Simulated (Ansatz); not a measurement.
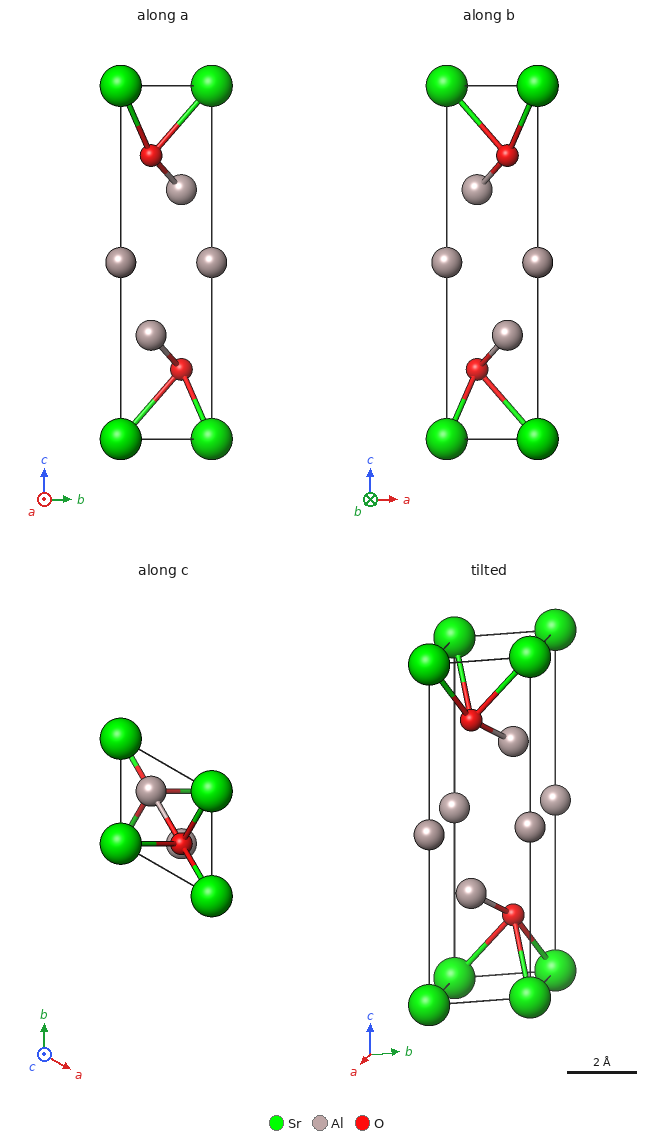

The image is a ball-and-stick drawing of a crystal, viewed along the a axis, along the b axis, along the c axis and slightly off an axis. The frame is the conventional unit cell; atoms at its boundary are shown with their periodic copies.

Lattice parameters: a = 3.076 Å, b = 3.076 Å, c = 10.346 Å, α = 90.00°, β = 90.00°, γ = 120.00°. Put a along x and b in the xy plane.

Q: Convert the drawing into a POSCAR file, with free fractional coordinates to two decimals.

A:
```
Sr Al O
1.0
     3.076    0.000    0.000
    -1.538    2.664    0.000
     0.000    0.000   10.346
Sr Al O
1 3 2
Direct
  0.00 0.00 0.00
  0.6667 0.3333 0.29
  0.3333 0.6667 0.71
  0.00 0.00 0.50
  0.6667 0.3333 0.80
  0.3333 0.6667 0.20
```

It goes back to a structure type filled with these elements by a generator (whether the compound takes this form wasn't checked). Earlier steps of the study may have refined or changed the cell and positions. It was the input of a calculation with Ansatz.
